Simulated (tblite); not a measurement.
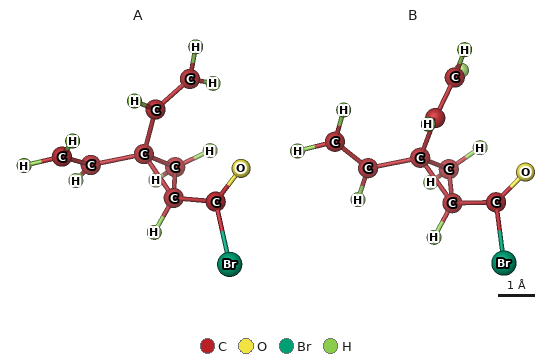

Two geometries of C8H9BrO, drawn at one scale. One is the start of a relaxation, the other its converged end. A ball-and-stick model, seen face on.

Theory: GFN2-xTB geometry optimisation, gas phase in tblite. 

Which geometry has the lower energy?

Answer. Structure B is the relaxed one. After 132 geometry steps the energy has fallen by 0.497 eV. An H atom moves most after the best rigid fit: 1.11 Å. By element the largest moves are H 1.11 Å, C 0.52 Å, O 0.48 Å, Br 0.14 Å. Near-neighbour distances that change, for instance: C–C 1.481 → 1.552 Å, Br–C 1.925 → 1.992 Å, C–H 1.119 → 1.079 Å, C–C 1.482 → 1.447 Å. Among the angles between lasting bonds that change: C–C–H 111.6° → 118.9°, C–C–O 125.0° → 130.8°, C–C–H 120.5° → 115.0°. Groups turn about C–C by about 40°, C–C by about 30°. The run took 1.2 s on 1 thread of Arm Neoverse V1, on a shared host.
